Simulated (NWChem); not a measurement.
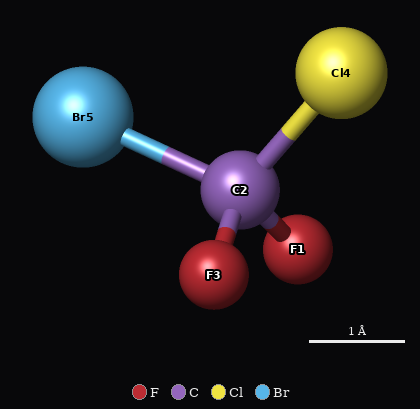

The structure as given in the input (ball-and-stick view, seen at a tilt; atoms are numbered from 1 in the order of the input).

## Energy and gradient calculation, with input and output: CBrClF$_{2}$

CBrClF$_{2}$, SMILES FC(F)(Cl)Br, computed with TPSS/cc-pVDZ, RKS (NWChem 7.3.0).

The geometry comes from this level: PBE0-D4/def2-TZVP.

Log:
```
Northwest Computational Chemistry Package (NWChem) 7.3.0
             --------------------------------------------------------

           Job information
           ---------------

    nwchem branch   = 7.3.0
    use scalapack   = T
    input           = work.nw
    prefix          = work.
    data base       = ./work.db
    status          = startup
    nproc           =        1

           Memory information
           ------------------

    heap     =     72089598 doubles =      550.0 Mbytes
    stack    =     72089595 doubles =      550.0 Mbytes
    global   =    144179200 doubles =     1100.0 Mbytes (distinct from heap & stack)
    total    =    288358393 doubles =     2200.0 Mbytes
    verify   = yes
    hardfail = no

           Directory information
           ---------------------

  0 permanent = .
  0 scratch   = .

                                NWChem Input Module
                                -------------------

 Scaling coordinates for geometry "geometry" by  1.889725989
 (inverse scale =  0.529177249)

                             Geometry "geometry" -> ""
                             -------------------------

 Output coordinates in angstroms (scale by  1.889725989 to convert to a.u.)

  No.       Tag          Charge          X              Y              Z
 ---- ---------------- ---------- -------------- -------------- --------------
    1 F                    9.0000    -1.10950000     0.02480000     0.81310000
    2 C                    6.0000    -0.01980000    -0.08710000     0.06710000
    3 F                    9.0000     0.82360000    -0.89750000     0.69040000
    4 Cl                  17.0000    -0.44480000    -0.77060000    -1.49230000
    5 Br                  35.0000     0.80040000     1.65680000    -0.11970000

      Atomic Mass
      -----------

      F                 18.998400
      C                 12.000000
      Cl                34.968850
      Br                79.916500

 Effective nuclear repulsion energy (a.u.)     442.8204046808

            Nuclear Dipole moment (a.u.)
            ----------------------------
        X                 Y               Z
 ---------------- ---------------- ----------------
    33.5624784202    68.9955965964   -29.5260237086

            XYZ format geometry
            -------------------
     5
 geometry
 F                    -1.10950000     0.02480000     0.81310000
 C                    -0.01980000    -0.08710000     0.06710000
 F                     0.82360000    -0.89750000     0.69040000
 Cl                   -0.44480000    -0.77060000    -1.49230000
 Br                    0.80040000     1.65680000    -0.11970000

 ==============================================================================
                                internuclear distances
 ------------------------------------------------------------------------------
       center one      |      center two      | atomic units |  angstroms
 ------------------------------------------------------------------------------
    2 C                |   1 F                |     2.50450  |     1.32532
    3 F                |   2 C                |     2.50456  |     1.32536
    4 Cl               |   2 C                |     3.31620  |     1.75486
    5 Br               |   2 C                |     3.65886  |     1.93618
 ------------------------------------------------------------------------------
                         number of included internuclear distances:          4
 ==============================================================================

 ==============================================================================
                                 internuclear angles
 ------------------------------------------------------------------------------
        center 1       |       center 2       |       center 3       |  degrees
 ------------------------------------------------------------------------------
    1 F                |   2 C                |   3 F                |   108.07
    1 F                |   2 C                |   4 Cl               |   109.51
    1 F                |   2 C                |   5 Br               |   109.06
    3 F                |   2 C                |   4 Cl               |   109.50
    3 F                |   2 C                |   5 Br               |   109.06
    4 Cl               |   2 C                |   5 Br               |   111.57
 ------------------------------------------------------------------------------
                            number of included internuclear angles:          6
 ==============================================================================

 Summary of "ao basis" -> "" (spherical)
 ------------------------------------------------------------------------------
       Tag                 Description            Shells   Functions and Types
 ---------------- ------------------------------  ------  ---------------------
 *                          cc-pVDZ                   on all atoms

                                 NWChem DFT Module
                                 -----------------

                      Basis "ao basis" -> "ao basis" (spherical)
                      -----
  [basis functions not shown]

 Summary of "ao basis" -> "ao basis" (spherical)
 ------------------------------------------------------------------------------
       Tag                 Description            Shells   Functions and Types
 ---------------- ------------------------------  ------  ---------------------
 F                          cc-pVDZ                  6       14   3s2p1d
 C                          cc-pVDZ                  6       14   3s2p1d
 Cl                         cc-pVDZ                  8       18   4s3p1d
 Br                         cc-pVDZ                 11       27   5s4p2d

 Summary of "ao basis" -> "ao basis" (spherical)
 ------------------------------------------------------------------------------
       Tag                 Description            Shells   Functions and Types
 ---------------- ------------------------------  ------  ---------------------
 F                          cc-pVDZ                  6       14   3s2p1d
 C                          cc-pVDZ                  6       14   3s2p1d
 Cl                         cc-pVDZ                  8       18   4s3p1d
 Br                         cc-pVDZ                 11       27   5s4p2d

  Caching 1-el integrals
  itol2e modified to match energy
  convergence criterion.
  tol_rho modified to match energy
  convergence criterion.

            General Information
            -------------------
          SCF calculation type: DFT
          Wavefunction type:  closed shell.
          No. of atoms     :     5
          No. of electrons :    76
           Alpha electrons :    38
            Beta electrons :    38
          Charge           :     0
          Spin multiplicity:     1
          Use of symmetry is: off; symmetry adaption is: off
          Maximum number of iterations: 100
          AO basis - number of functions:    87
                     number of shells:    37
          Convergence on energy requested:  1.00D-08
          Convergence on density requested:  1.00D-05
          Convergence on gradient requested:  5.00D-04

              XC Information
              --------------
                  TPSS metaGGA Exchange Functional  1.000
             TPSS03 metaGGA Correlation Functional  1.000

             Grid Information
             ----------------
          Grid used for XC integration:  xfine
          Radial quadrature: Mura-Knowles
          Angular quadrature: Lebedev.
          Tag              B.-S. Rad. Rad. Pts. Rad. Cut. Ang. Pts.
          ---              ---------- --------- --------- ---------
          F                   0.50      100           8.0      1454
          C                   0.70      100           8.0      1454
          Cl                  1.00      125          10.0      1454
          Br                  1.15      160          10.0      1454
          Grid pruning is: on
          Number of quadrature shells:   585
          Spatial weights used:  Erf1

          Convergence Information
          -----------------------
          Convergence aids based upon iterative change in
          total energy or number of iterations.
          Levelshifting, if invoked, occurs when the
          HOMO/LUMO gap drops below (HL_TOL):  1.00D-02
          DIIS, if invoked, will attempt to extrapolate
          using up to (NFOCK): 10 stored Fock matrices.

                    Damping( 0%)  Levelshifting(0.5)       DIIS
                  --------------- ------------------- ---------------
          dE  on:    start            ASAP                start
          dE off:    2 iters        100 iters           100 iters

      Screening Tolerance Information
      -------------------------------
          Density screening/tol_rho:  1.00D-11
          AO Gaussian exp screening on grid/accAOfunc:  18
          CD Gaussian exp screening on grid/accCDfunc:  20
          XC Gaussian exp screening on grid/accXCfunc:  20
          Schwarz screening/accCoul:  1.00D-09

      Superposition of Atomic Density Guess
      -------------------------------------

 Sum of atomic energies:       -3268.28100489

      Non-variational initial energy
      ------------------------------

 Total energy =   -3269.496637
 1-e energy   =   -5429.544408
 2-e energy   =    1717.227366
 HOMO         =      -0.367986
 LUMO         =       0.051655

   Time after variat. SCF:      4.6

     ---------------------------------------------
      Total Density - Mulliken Population Analysis
     ---------------------------------------------

    Atom       Charge   Shell Charges
 -----------   ------   -------------------------------------------------------
    1 F    9     9.36   2.00  0.91  0.98  3.43  2.03  0.00
    2 C    6     4.76   2.00  0.60  0.36  1.12  0.47  0.20
    3 F    9     9.36   2.00  0.91  0.98  3.43  2.03  0.00
    4 Cl  17    17.25   2.00  2.01  0.95  0.95  6.00  3.12  2.20  0.02
    5 Br  35    35.27   2.00  2.00  2.01  1.03  0.90  6.00  6.00  2.73  2.59  9.97  0.05
   Time prior to 1st pass:      4.6

 Grid_pts file          = ./work.gridpts.0
 Record size in doubles =  12289        No. of grid_pts per rec  =   3070
 Max. records in memory =    306        Max. recs in file   = *********

           Memory utilization after 1st SCF pass:
           Heap Space remaining (MW):       34.77            34767054
          Stack Space remaining (MW):       72.09            72088972

   convergence    iter        energy       DeltaE   RMS-Dens  Diis-err    time
 ---------------- ----- ----------------- --------- --------- ---------  ------
 d= 0,ls=0.0,diis     1  -3271.8260449949 -3.71D+03  2.48D-02  2.09D+00    16.2
 d= 0,ls=0.0,diis     2  -3271.0011795701  8.25D-01  1.72D-02  1.05D+01    25.7
 d= 0,ls=0.0,diis     3  -3272.0673554832 -1.07D+00  2.26D-03  1.26D-02    34.2
 d= 0,ls=0.0,diis     4  -3272.0672237853  1.32D-04  1.22D-03  1.47D-02    42.8
 d= 0,ls=0.0,diis     5  -3272.0692437977 -2.02D-03  2.10D-04  1.54D-03    51.7
  Resetting Diis
 d= 0,ls=0.0,diis     6  -3272.0693590110 -1.15D-04  3.98D-05  1.92D-05    63.1
 d= 0,ls=0.0,diis     7  -3272.0693609154 -1.90D-06  3.18D-05  1.48D-06    72.9
 d= 0,ls=0.0,diis     8  -3272.0693607011  2.14D-07  1.86D-05  2.73D-06    83.4
 d= 0,ls=0.0,diis     9  -3272.0693611642 -4.63D-07  6.77D-07  9.99D-09    93.4
 d= 0,ls=0.0,diis    10  -3272.0693611652 -1.01D-09  1.85D-07  1.06D-09   101.9

         Total DFT energy =    -3272.069361165199
      One electron energy =    -5428.659522568555
           Coulomb energy =     1859.639291587556
    Exchange-Corr. energy =     -145.869534864960
 Nuclear repulsion energy =      442.820404680761

 Numeric. integr. density =       76.000000000664

     Total iterative time =     97.4s

     ---------------------------------------------
      Total Density - Mulliken Population Analysis
     ---------------------------------------------

    Atom       Charge   Shell Charges
 -----------   ------   -------------------------------------------------------
    1 F    9     9.10   2.01  0.91  0.98  3.33  1.86  0.01
    2 C    6     5.79   2.01  0.74  0.34  1.87  0.56  0.28
    3 F    9     9.10   2.01  0.91  0.98  3.33  1.86  0.01
    4 Cl  17    17.02   2.00  2.03  0.97  0.95  6.00  3.09  1.95  0.04
    5 Br  35    35.00   2.00  2.00  2.02  1.08  0.86  6.00  6.01  2.70  2.29  9.94  0.10

     -------------------------------------------
      Total Density - Lowdin Population Analysis
     -------------------------------------------

    Atom       Charge   Shell Charges
 -----------   ------   -------------------------------------------------------
    1 F    9     8.92   1.92  0.94  0.83  3.19  2.03  0.01
    2 C    6     6.38   1.90  0.63  0.44  1.68  1.12  0.62
    3 F    9     8.92   1.92  0.94  0.83  3.19  2.03  0.01
    4 Cl  17    16.88   2.00  1.79  1.05  0.92  5.97  2.96  2.15  0.04
    5 Br  35    34.90   2.00  1.99  1.78  1.13  0.93  6.00  5.92  2.68  2.43  9.79  0.26

 center of mass
 --------------
 x =   0.48986656 y =   1.00666662 z =  -0.37111779

 moments of inertia (a.u.)
 ------------------
        1082.325019335770        -288.004319975899         -62.838035061715
        -288.004319975899         634.382071375457        -107.683067306364
         -62.838035061715        -107.683067306364        1042.988670346810

     Multipole analysis of the density
     ---------------------------------

     L   x y z        total         alpha         beta         nuclear
     -   - - -        -----         -----         ----         -------
     0   0 0 0     -0.000000    -38.000000    -38.000000     76.000000

     1   1 0 0      0.008413    -16.777033    -16.777033     33.562478
     1   0 1 0      0.024156    -34.485720    -34.485720     68.995597
     1   0 0 1     -0.047842     14.739091     14.739091    -29.526024

     2   2 0 0    -34.060085    -93.757792    -93.757792    153.455499
     2   1 1 0      0.683412    -80.633324    -80.633324    161.950060
     2   1 0 1      0.111595     -8.731233     -8.731233     17.574062
     2   0 2 0    -32.981028   -219.095102   -219.095102    405.209177
     2   0 1 1      0.135609    -12.748703    -12.748703     25.633015
     2   0 0 2    -33.627204   -103.638423   -103.638423    173.649642

            General Information
            -------------------
          SCF calculation type: DFT
          Wavefunction type:  closed shell.
          No. of atoms     :     5
          No. of electrons :    76
           Alpha electrons :    38
            Beta electrons :    38
          Charge           :     0
          Spin multiplicity:     1
          Use of symmetry is: off; symmetry adaption is: off
          Maximum number of iterations: 100
          AO basis - number of functions:    87
                     number of shells:    37
          Convergence on energy requested:  1.00D-08
          Convergence on density requested:  1.00D-05
          Convergence on gradient requested:  5.00D-04

              XC Information
              --------------
                  TPSS metaGGA Exchange Functional  1.000
             TPSS03 metaGGA Correlation Functional  1.000

             Grid Information
             ----------------
          Grid used for XC integration:  xfine
          Radial quadrature: Mura-Knowles
          Angular quadrature: Lebedev.
          Tag              B.-S. Rad. Rad. Pts. Rad. Cut. Ang. Pts.
          ---              ---------- --------- --------- ---------
          F                   0.50      100           8.0      1454
          C                   0.70      100           8.0      1454
          Cl                  1.00      125          10.0      1454
          Br                  1.15      160          10.0      1454
          Grid pruning is: on
          Number of quadrature shells:   585
          Spatial weights used:  Erf1

          Convergence Information
          -----------------------
          Convergence aids based upon iterative change in
          total energy or number of iterations.
          Levelshifting, if invoked, occurs when the
          HOMO/LUMO gap drops below (HL_TOL):  1.00D-02
          DIIS, if invoked, will attempt to extrapolate
          using up to (NFOCK): 10 stored Fock matrices.

                    Damping( 0%)  Levelshifting(0.5)       DIIS
                  --------------- ------------------- ---------------
          dE  on:    start            ASAP                start
          dE off:    2 iters        100 iters           100 iters

      Screening Tolerance Information
      -------------------------------
          Density screening/tol_rho:  1.00D-11
          AO Gaussian exp screening on grid/accAOfunc:  18
          CD Gaussian exp screening on grid/accCDfunc:  20
          XC Gaussian exp screening on grid/accXCfunc:  20
          Schwarz screening/accCoul:  1.00D-09

                            NWChem DFT Gradient Module
                            --------------------------

  charge          =   0.00
  wavefunction    = closed shell

                         DFT ENERGY GRADIENTS

    atom               coordinates                        gradient
                 x          y          z           x          y          z
   1 F      -2.096651   0.046865   1.536536    0.017015  -0.002360  -0.011079
   2 C      -0.037417  -0.164595   0.126801   -0.001848  -0.004230   0.003078
   3 F       1.556378  -1.696029   1.304667   -0.013572   0.012226  -0.009135
   4 Cl     -0.840550  -1.456223  -2.820038    0.004371   0.007026   0.015976
   5 Br      1.512537   3.130898  -0.226200   -0.005966  -0.012663   0.001160

                 ----------------------------------------
                 |  Time  |  1-e(secs)   |  2-e(secs)   |
                 ----------------------------------------
                 |  CPU   |       0.01   |      46.00   |
                 ----------------------------------------
                 |  WALL  |       0.01   |      46.00   |
                 ----------------------------------------

 Task  times  cpu:      153.9s     wall:      153.9s
 Total times  cpu:      153.9s     wall:      153.9s
```

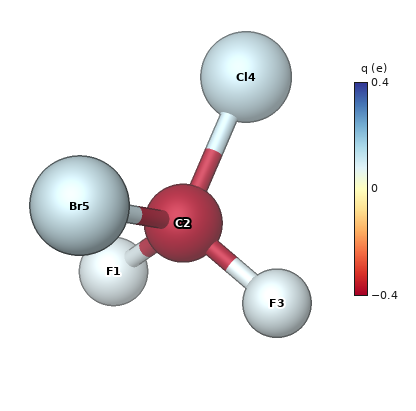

Löwdin charges, as the colour of each atom (ball-and-stick view, seen at a tilt; atoms are numbered from 1 in the order of the input). By element: F +0.08, C −0.38, Cl +0.12 and Br +0.10 e.

The run was set up as follows.

Input:
```
start work
memory total 2200 mb
charge 0

geometry units angstroms noautosym nocenter noautoz
   F       -1.109500       0.024800       0.813100
   C       -0.019800      -0.087100       0.067100
   F        0.823600      -0.897500       0.690400
   Cl      -0.444800      -0.770600      -1.492300
   Br       0.800400       1.656800      -0.119700
end

basis spherical bse
   * library cc-pVDZ
end

dft
   xc xtpss03 ctpss03
   grid xfine
   convergence energy 1e-08
   iterations 100
   mulliken
   noprint "final vectors analysis"
end

task dft gradient
```

Command:
```bash
nwchem work.nw > work.out
```

Summary:

- outcome: converged
- total energy: −3272.069361 hartree
- basis functions: 87
- largest force: 1.051 eV/Å
- dipole moment: 0.14 D
- hardware: 1 thread of Intel Xeon (Sapphire Rapids), 16 GiB of memory available, shared host
- wall time: 2.6 min
- peak memory: 0.13 GiB
